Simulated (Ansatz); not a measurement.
**RASSCF(4,8)/6-31G (density fitting with def2-universal-jkfit, def2-TZVP-rifit for correlation, accuracy low, max holes 1, max particles 2, ras orbitals (1, 2, 5)) run of CF+ (SMILES [C+]F)**

Aim: the vertical singlet–triplet gap of CF+ at RASSCF(4,8)/6-31G (density fitting with def2-universal-jkfit, def2-TZVP-rifit for correlation, accuracy low, max holes 1, max particles 2, ras orbitals (1, 2, 5)), from 2 runs. 

Program for the calculation: Ansatz 0.2.0.

6 further runs of the same task are left out: 1 for a known fault of the program, 5 set aside as unsound or not needed. Runs told in other sessions of the task aren't counted.

### 1 The molecule

CF+ has 2 atoms, charge +1, and is taken as a singlet. As SMILES, `[C+]F`. The shape is that of a PBE0-D4/def2-TZVP optimisation.

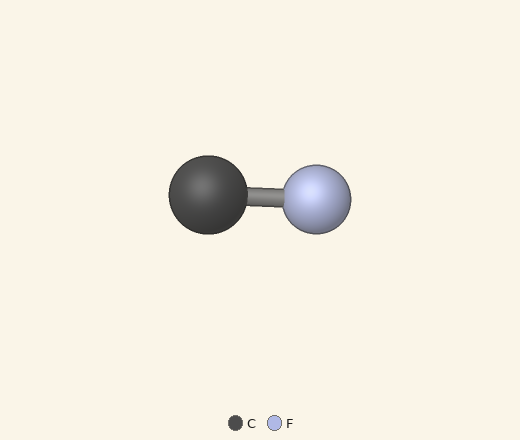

Viewed from a chosen angle; carbon dark grey, fluorine light blue.

### 2 The energy at RASSCF(4,8)/6-31G (density fitting with def2-universal-jkfit, def2-TZVP-rifit for correlation, accuracy low, max holes 1, max particles 2, ras orbitals (1, 2, 5))

The input, in.yaml:

```yaml
crystal:
  periodic: [false, false, false]
  atoms:
    - {symbol: C, position_ang: [0.492270, -0.160830, 0.253170]}
    - {symbol: F, position_ang: [-0.492270, 0.160830, -0.253170]}
basis:
  gaussian:
    orbitals: 6-31G
    fitting: {mean_field: def2-universal-jkfit, correlation: def2-TZVP-rifit.json}
total_charge: 1
hamiltonian:
  pseudopotentials: {relativity: none}
correlation:
  active_space: {ras: {orbitals: [1, 2, 5], electrons: 4, max_holes: 1, max_particles: 2}}
accuracy: low
scf:
  lower_state_search: full
output: {orbitals: {seedname: orbitals}}
```

Started as:

```sh
$ ansatz run in.yaml --threads 1 --pin off --max-ram 3480MiB --events-out events.jsonl --progress --plain --runs-dir runs
```

The program printed:

```text
Warning: RAYON_NUM_THREADS=1 ignored (pool sized by the plan → 1); use --threads N
Functional definition: HF
  name "HF"
  exchange = exact_x
  correlation = 0
152 factors; integrals over basis functions are off by at most 3.7e-3 eV
mean field evaluation 1: about -3716.9343 eV, gradient 5.2e1 eV
mean field evaluation 2: about -3718.0802 eV, gradient 4.8e1 eV
mean field evaluation 4: about -3721.4450 eV, gradient 4.4e-1 eV
mean field evaluation 8: about -3721.4461 eV, gradient 1.9e-6 eV
mean field -3721.44612770 eV, -136.7606227063 hartree, gradient 1.9e-6 eV, S^2 0.000000; 0 other end points of the search recorded, 0 dependent functions left out
reference -3721.44612770 eV, -136.7606227063 hartree; 7, 7 occupied and 11, 11 virtual orbitals, 152 factors
state -3723.05299230 eV, -136.8196738910 hartree
Total energy: -3723.05299230 eV, -136.8196738910 hartree
```

Wall time 0.6 s (1 thread of Arm Neoverse V2, shared host).

### 3 The triplet, same level

in.yaml: that of step 2 with these lines changed.

```diff
@@ -10,2 +10,5 @@
 total_charge: 1
+magnetization:
+  spin_polarized: false
+  initial_magnetization: 2
 hamiltonian:
```

Started as:

```sh
$ ansatz run in.yaml --threads 1 --pin off --max-ram 3480MiB --events-out events.jsonl --progress --plain --runs-dir runs
```

The program printed:

```text
Warning: RAYON_NUM_THREADS=1 ignored (pool sized by the plan → 1); use --threads N
[... 4 set-up lines as earlier in the session ...]
152 factors; integrals over basis functions are off by at most 3.7e-3 eV
mean field evaluation 1: about -3713.4080 eV, gradient 4.7e1 eV
mean field evaluation 2: about -3713.8553 eV, gradient 4.6e1 eV
mean field evaluation 4: about -3718.1392 eV, gradient 7.0e-1 eV
mean field evaluation 8: about -3717.1199 eV, gradient 1.1e1 eV
mean field evaluation 16: about -3680.3226 eV, gradient 6.2e1 eV
mean field evaluation 32: about -3718.1415 eV, gradient 3.6e-4 eV
mean field evaluation 64: about -3718.1400 eV, gradient 4.5e-1 eV
mean field -3718.14152762 eV, -136.6391808931 hartree, gradient 1.5e-6 eV, S^2 2.000000; 8 other end points of the search recorded, 0 dependent functions left out
reference -3718.14152762 eV, -136.6391808931 hartree; 8, 6 occupied and 10, 12 virtual orbitals, 152 factors
state -3718.96846532 eV, -136.6695702931 hartree
Total energy: -3718.96846532 eV, -136.6695702931 hartree
```

Wall time 1.4 s (1 thread of Arm Neoverse V2, shared host).

### 4 Outcome

Level: RASSCF(4,8)/6-31G (density fitting with def2-universal-jkfit, def2-TZVP-rifit for correlation, accuracy low, max holes 1, max particles 2, ras orbitals (1, 2, 5)).

| quantity | value |
| --- | --- |
| singlet: total energy | -136.81967 Eh |
| triplet: total energy | -136.66957 Eh |
| vertical energy of the triplet above the singlet | 4.085 eV |

At this shape the triplet lies 4.08 eV (94 kcal/mol) above the singlet. The accuracy setting (singlet) is loose, so the last digits carry no meaning. The accuracy setting (triplet) is loose, so the last digits carry no meaning.
